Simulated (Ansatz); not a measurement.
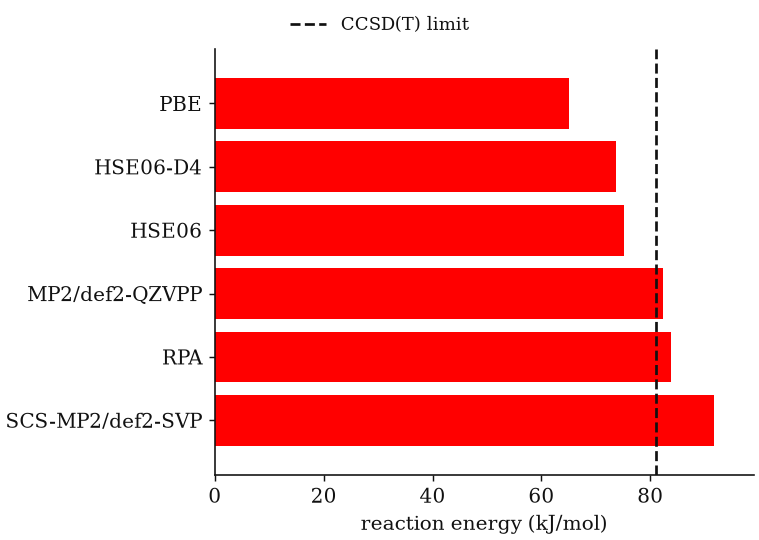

Electronic reaction energy of GaNH₄Se ([NH2][GaH][SeH]) + PH₃O₂ (OPO) → PH₃SeO₂ (OP(O)[SeH]) + GaNH₄ ([NH2][GaH2]) (SMILES in brackets) at several levels (functionals in def2-TZVPP unless a basis is named), isolated molecules at PBE0-D4 triple-zeta geometries, minima by their frequencies, no zero-point or thermal terms, the Ansatz code 0.2.0. The line is frozen-core CCSD(T) at the basis limit (MP2 extrapolated from triple and quadruple zeta, plus CCSD(T) less MP2 in a smaller set). RPA holds a correlation term that converges slowly with the basis, so part of the distance to the limit is basis error. No dispersion term is added to PBE and HSE06. The distance of MP2/def2-QZVPP and SCS-MP2/def2-SVP to the limit includes basis error. The limit lies 4.3 kJ/mol from CCSD(T)/def2-TZVPP, so the line itself is uncertain by a part of that.

### What do zero-point energy and temperature add?

Zero-point change −7.4 kJ/mol; at 298.15 K and 1 bar the CCSD(T) limit plus thermal terms gives an enthalpy of reaction of 74.8 and a free energy of 75.4 kJ/mol (harmonic PBE0-D4 modes, ideal gas).

### Which level comes closest to the line (CCSD(T) limit), and which misses most?

Closest MP2/def2-QZVPP (82.3 kJ/mol), against 81.1 kJ/mol; farthest PBE (65.1 kJ/mol).

Known limits of this run: no scalar relativity up to krypton; outer-core shells are correlated without core-valence functions, which makes the correlated values less sure.
